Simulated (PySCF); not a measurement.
Breaking a bond: BeH, doublet.

Levels: UCCSD = CCSD on UHF/6-31G run with PySCF; ROKS-CAM-B3LYP = restricted open-shell CAM-B3LYP/6-31G (PySCF 2.14.0); UMP2 = MP2 on UHF/6-31G in PySCF; CASSCF(3,3)/6-31G (PySCF).

Energies are in eV, each relative to the lowest point of its own curve near equilibrium.

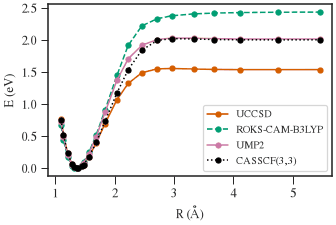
Figure: Energy against bond length for each method.

| R / Å | UCCSD | ROKS-CAM-B3LYP | UMP2 | CASSCF(3,3) |
|---|---|---|---|---|
| 1.10 | 0.763 | 0.667 | 0.724 | 0.759 |
| 1.14 | 0.524 | 0.444 | 0.489 | 0.521 |
| 1.21 | 0.233 | 0.180 | 0.207 | 0.232 |
| 1.28 | 0.071 | 0.042 | 0.055 | 0.071 |
| 1.32 | 0.023 | 0.008 | 0.014 | 0.023 |
| 1.36 | 0.001 | 0.000 | 0.000 | 0.001 |
| 1.39 | 0.000 | 0.009 | 0.005 | 0.000 |
| 1.45 | 0.029 | 0.058 | 0.047 | 0.028 |
| 1.48 | 0.056 | 0.095 | 0.082 | 0.056 |
| 1.57 | 0.176 | 0.249 | 0.228 | 0.177 |
| 1.69 | 0.394 | 0.518 | 0.489 | 0.402 |
| 1.84 | 0.697 | 0.907 | 0.869 | 0.730 |
| 2.04 | 1.067 | 1.447 | 1.372 | 1.173 |
| 2.23 | 1.323 | 1.918 | 1.708 | 1.537 |
| 2.46 | 1.490 | 2.221 | 1.918 | 1.843 |
| 2.72 | 1.550 | 2.333 | 2.008 | 1.993 |
| 2.96 | 1.556 | 2.378 | 2.030 | 2.022 |
| 3.34 | 1.548 | 2.408 | 2.028 | 2.016 |
| 3.68 | 1.541 | 2.420 | 2.021 | 2.008 |
| 4.11 | 1.538 | 2.428 | 2.016 | 2.004 |
| 4.75 | 1.538 | 2.434 | 2.015 | 2.003 |
| 5.45 | 1.539 | 2.436 | 2.016 | 2.004 |

At the longest distance, 5.45 Å, ROKS-CAM-B3LYP lies highest above its minimum (2.436 eV) and UCCSD lowest (1.539 eV).

The unrestricted determinant behind UCCSD, UMP2 is spin-contaminated at 2.04 to 5.45 Å (<S²> up to 1.0, against 0.75 for a pure doublet).
